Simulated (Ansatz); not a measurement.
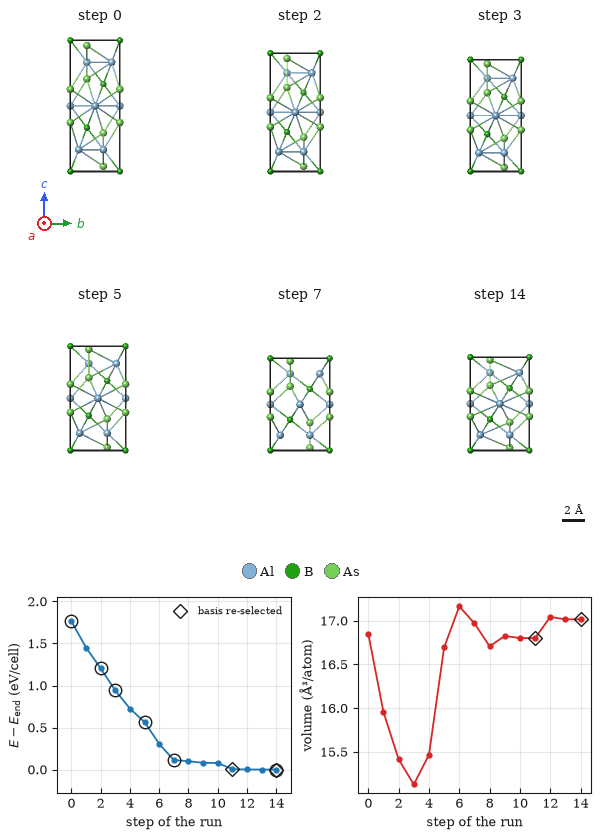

Frames of a relaxation of solid Al$_{3}$BAs$_{2}$ (a generated structure, set up in R-3m) (coarse preliminary run), marked on the history of the run. The picture is a ball-and-stick view of the conventional cell (3 times the calculation's cell), seen along the a axis. Lengths and directions refer to the drawn axes.

The calculation used DFT PBE, scalar-relativistic, plane waves, PAW in Ansatz.

Input
```yaml
crystal:
  lattice:
    - [2.67207279, 1.54272195, 4.08840732]
    - [-2.67207279, 1.54272195, 4.08840732]
    - [0.0, -3.08544389, 4.08840732]
  atoms:
    - { symbol: Al, position: [0.0, 0.5, 0.0] }
    - { symbol: Al, position: [0.5, 0.0, 0.0] }
    - { symbol: Al, position: [0.0, 0.0, 0.5] }
    - { symbol: B, position: [0.0, 0.0, 0.0] }
    - { symbol: As, position: [0.62722945, 0.62722945, 0.62722945] }
    - { symbol: As, position: [0.37277055, 0.37277055, 0.37277055] }
basis:
  ecutwfc: 420
kpoints:
  mp_grid: { grid: [6, 6, 6] }
hamiltonian:
  xc: pbe
scf:
  occupations: { method: gaussian, width: 0.1 }
  lower_state_search: "off"
output:
  forces: true
  stress: true
  eigenvalues: true
relax:
  adjacent_minimum: "off"
  f_tol: 0.04
  max_steps: 70
  cell: { stress_tol: 0.4 }
```

Command:
```bash
ansatz run input.yaml --threads 1 --pin off --max-ram 2560MiB --backend cpu --events-out ev --progress --plain --runs-dir out
```

> Describe the path.

The energy falls by 1.765 eV per cell of the calculation in 12 accepted moves (14 points after the start). Largest force component: 0.16 eV/Å at the start, 0.0081 eV/Å at the end. Pressure: −4.97 GPa at the start and 0.04 GPa at the end. At 2 points the geometry stayed and the basis and grid were re-selected for the new cell (energy shift of 73.4 meV per cell of the calculation at most each time). The largest moves relative to the cell, 0.075 Å, are those of As5 and As6. As5 goes along +c. Al and B stay in place. Cell: a = b 5.344 → 6.363 Å (+19.1 %), c 12.265 → 8.736 Å (−28.8 %). Volume +1.0 %. Among the contacts that change: As5–As6 3.121 → 2.372 Å, Al1–Al2 2.672 → 3.181 Å, As5–As6 (another image) 3.234 → 3.713 Å, Al1–As5 2.961 → 2.520 Å. New bonds form: As5–As6 (3.12 → 2.37 Å). Among the angles between lasting bonds that change: B4–Al2–As6 111.6° → 81.6°, B4–Al2–As5 68.4° → 98.4°, Al1–B4–Al2 117.1° → 94.5°. The space group stays R-3m (No. 166). From step 0 to 2: As atoms move most (0.05 Å), volume −8.5 %, energy −0.561 eV per cell of the calculation. From step 2 to 3: As atoms move most (0.06 Å), volume −1.9 %, energy −0.263 eV per cell of the calculation. From step 3 to 5: As atoms move most (0.06 Å), volume +10.4 %, energy −0.376 eV per cell of the calculation. From step 5 to 7: volume +1.7 %, energy −0.453 eV per cell of the calculation. From step 7 to 14: volume +0.3 %, energy −0.113 eV per cell of the calculation.

```tsv
step	E − E(0), meV/atom	largest force component, eV/Å	pressure, GPa	volume, Å³/atom	note
0	0.00	0.1626	-4.97	16.854	
1	-52.19	0.0533	-1.86	15.957	
2	-93.44	0.1948	1.14	15.416	
3	-137.28	0.1770	4.04	15.128	
4	-173.24	0.0876	4.69	15.465	
5	-199.87	0.2486	-1.16	16.694	
6	-243.27	0.4734	-1.85	17.164	
7	-275.30	0.1636	0.04	16.971	
8	-277.60	0.0216	0.01	16.707	
9	-280.71	0.0484	0.12	16.826	
10	-281.07	0.0095	0.04	16.802	
11	-293.29	0.0116	0.80	16.802	same geometry, new basis
12	-293.96	0.0978	-0.17	17.044	
13	-294.09	0.0081	0.04	17.016	
14	-294.16	0.0081	0.04	17.016	same geometry, new basis
```
